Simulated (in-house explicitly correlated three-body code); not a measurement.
Two electrons around a point charge Z = 4.7. Computed variationally in 260 exponentially correlated functions with an in-house code, non-relativistic, converged to about 10⁻⁷ hartree. Wanted, and plotted below: the exact exchange and correlation potentials of the ground state, from inverting its density, with the radial density dashed.

The exchange potential, minus half the Hartree potential for two paired electrons, rises from −4.29 hartree at 0.044 bohr to −0.98 at 1.0 bohr, tending to −1/r far out. The correlation potential is −0.039 hartree at the inner end, crosses zero near 0.13 bohr and has a positive maximum of 0.023 hartree near 0.27 bohr; the density peaks at 0.23 bohr. The LDA correlation potential, by contrast, is negative everywhere. The Kohn-Sham level equals minus the binding of the second electron, −224.9 eV.

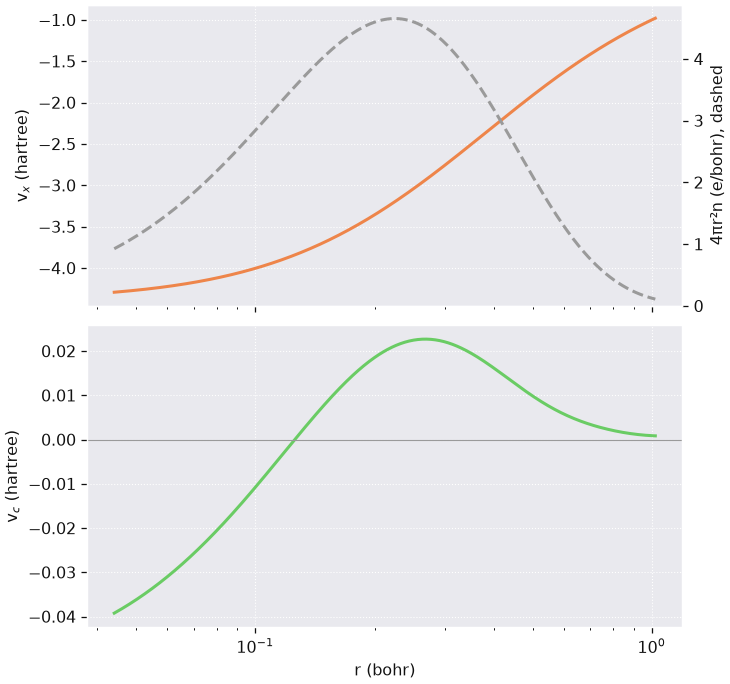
